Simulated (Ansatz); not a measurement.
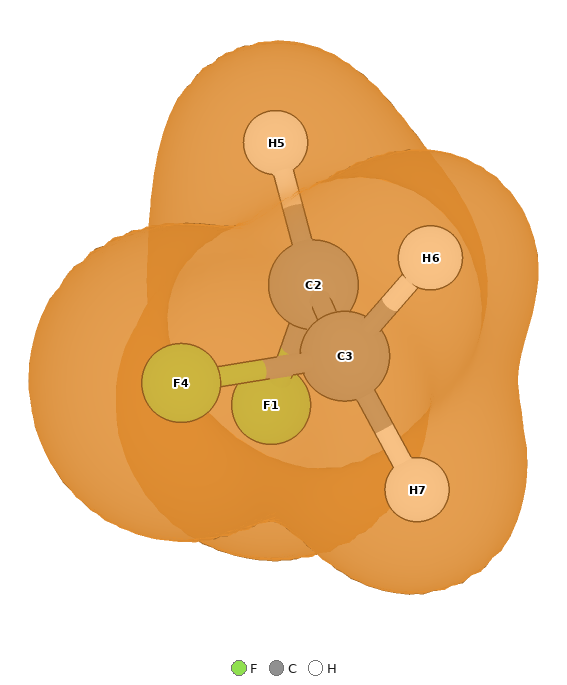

C₂H₃F₂ (SMILES F[CH]CF) (doublet). Isosurface of the electron density at 0.1 e/Å³ (orange), seen at an oblique angle.

Computed with Ansatz, UKS PBE-D4/def2-SVP.

The calculation's input:

```
crystal:
  periodic: [false, false, false]
  atoms:
    - { symbol: F, position_ang: [-0.9473, 1.3332, -0.8824] }
    - { symbol: C, position_ang: [-0.763, 0.2005, -0.282] }
    - { symbol: C, position_ang: [0.5486, -0.1821, 0.1782] }
    - { symbol: F, position_ang: [1.57135, 0.17785, -0.64642] }
    - { symbol: H, position_ang: [-1.6758, -0.3079, -0.0418] }
    - { symbol: H, position_ang: [0.62967, -1.28733, 0.31593] }
    - { symbol: H, position_ang: [0.82706, 0.26927, 1.16974] }
magnetization:
  spin_polarized: true
  initial_magnetization: 1
basis:
  gaussian: { orbitals: def2-SVP }
hamiltonian:
  xc: pbe
  dispersion: d4
relax:
  f_tol: 0.015
  max_steps: 40
output:
  orbitals: {}
```

Launched as:

```sh
ansatz run input.yaml --threads 1 --pin off --max-ram 2048MiB --backend cpu --events-out ev --progress --plain --runs-dir out
```

The fields are those of the relaxed geometry.

What does this surface tell about the bonding?

Answer. At this value the surface is in one piece. It bridges the shortest C–F (1.34 Å), C–C (1.47 Å), C–H (1.10 Å) and C–F (1.41 Å) contacts, where the density stays above the isovalue. On the grid the lowest density along these lines, outside the cores, is 1.8 e/Å³ (C–F, 1.34 Å), 1.8 e/Å³ (C–C, 1.47 Å), 1.8 e/Å³ (C–H, 1.10 Å) and 1.5 e/Å³ (C–F, 1.41 Å).
